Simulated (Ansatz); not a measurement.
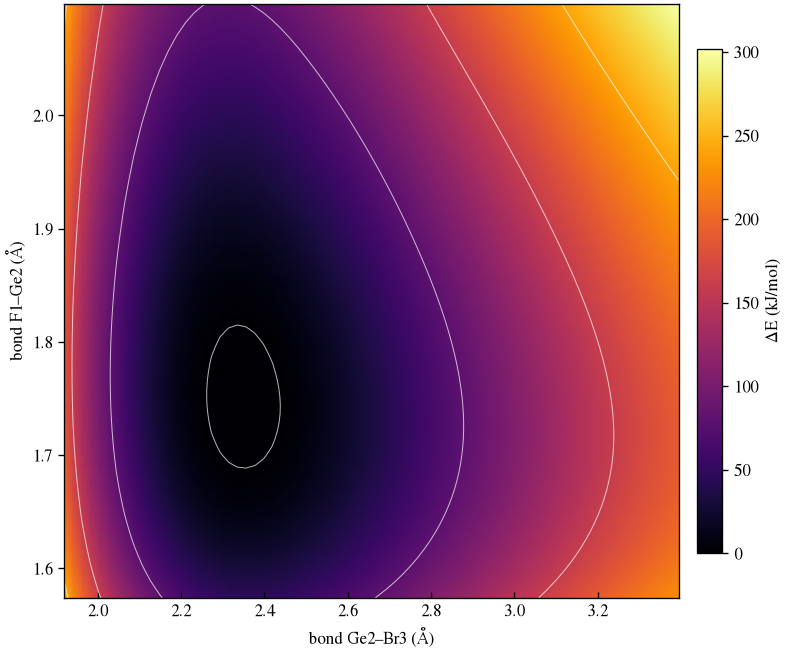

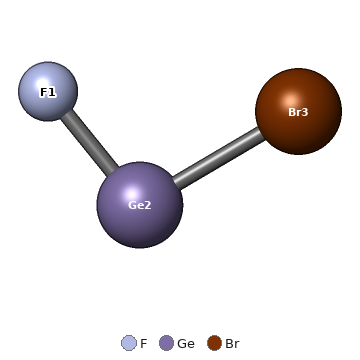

Energy landscape of BrFGe, SMILES [F][Ge][Br]. Two internal coordinates are moved rigidly from the geometry relaxed at PBE0-D4/def2-TZVP, all others fixed. The first coordinate is: bond Ge2–Br3; the second: bond F1–Ge2. The scan uses a 7 × 7 grid. Points are written as (first, second). Energies are in kJ/mol, from the lowest grid point. These are results of Ansatz, RKS PBE0-D4/def2-TZVPP, not measurements.

The picture shows a smooth colour map with a few white contour lines. Between grid points the surface is interpolated. The second picture is the structure at the lowest point.

**Describe this landscape.**

The lowest grid point is at (2.273 Å, 1.787 Å). The bottom of the well lies between grid points, at about (2.341 Å, 1.748 Å), about 4.8 kJ/mol lower on the interpolated surface. It is the only kind of minimum in the scanned range. The highest grid point, (3.394 Å, 2.098 Å), lies 302 kJ/mol above the lowest. Round the minimum the two coordinates are weakly coupled (coupling 0.09 in units of the two stiffnesses).

The input of one point:

```yaml
crystal:
  periodic: [false, false, false]
  atoms:
    - {symbol: F, position_ang: [-0.740074, 1.253225, -0.277336]}
    - {symbol: Ge, position_ang: [-0.656865, -0.526677, -0.412960]}
    - {symbol: Br, position_ang: [1.330182, -0.858091, 0.639816]}
basis:
  gaussian: {orbitals: def2-TZVPP}
hamiltonian: {xc: pbe0, dispersion: d4}
```
